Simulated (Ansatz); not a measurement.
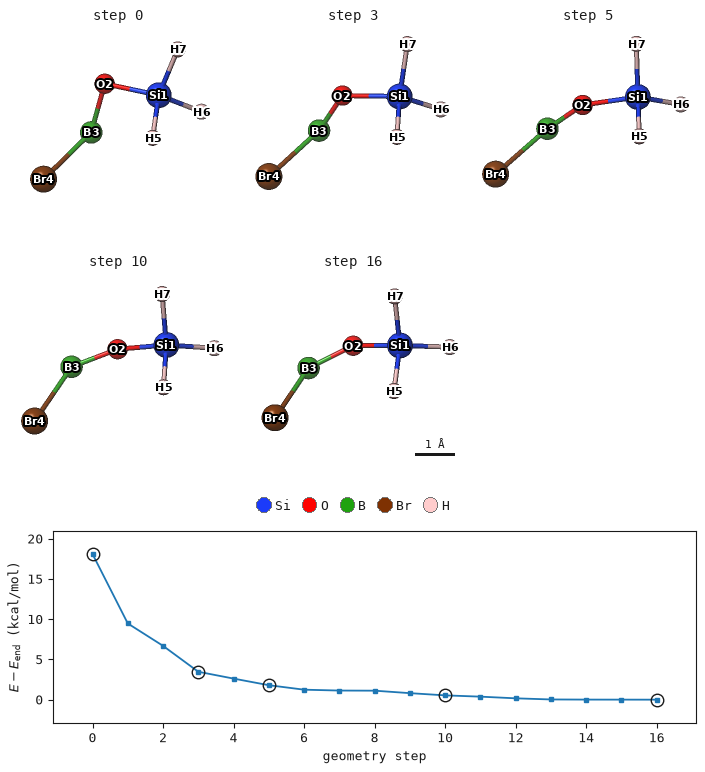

Frames of a relaxation of BSiH$_{3}$OBr (multiplicity 2) (coarse preliminary run), marked on the history of the run. The picture is a ball-and-stick view, seen from a free direction.

The start comes from a force field.

Theory: Ansatz 0.2.0, UKS PBE-D4/def2-SVP. Settings: force threshold 0.03 eV/Å; at most 200 steps.

**Describe the path.**

The atom that moves furthest after the best rigid fit is O2 (0.67 Å). By element the largest moves are O 0.67 Å, B 0.54 Å, H 0.49 Å, Br 0.33 Å, Si 0.20 Å. Among the contacts that change: Si1–B3 2.529 → 2.857 Å, O2–B3 1.487 → 1.328 Å, Si1–O2 1.673 → 1.717 Å, B3–Br4 1.983 → 1.943 Å. Among the angles between lasting bonds that change: Si1–O2–B3 106.2° → 139.2°, O2–B3–Br4 117.4° → 125.6°, O2–Si1–H7 112.3° → 107.1°. Groups turn about O2–B3 by about 95°, Si1–O2 by about 75°. The energy falls by 18.1 kcal/mol in 16 geometry steps. Largest force component: 3.4 eV/Å at the start, 0.018 eV/Å at the end. Cost: 14 s on 4 threads of Intel Xeon 6975P-C, with other jobs on the host. From step 0 to 3: O and Br atoms move most (0.33 Å), energy −14.6 kcal/mol. From step 3 to 5: O2 moves most (0.29 Å), energy −1.67 kcal/mol. From step 5 to 10: O2 moves most (0.38 Å), energy −1.26 kcal/mol. From step 10 to 16: Br4 moves most (0.26 Å), energy −0.54 kcal/mol.
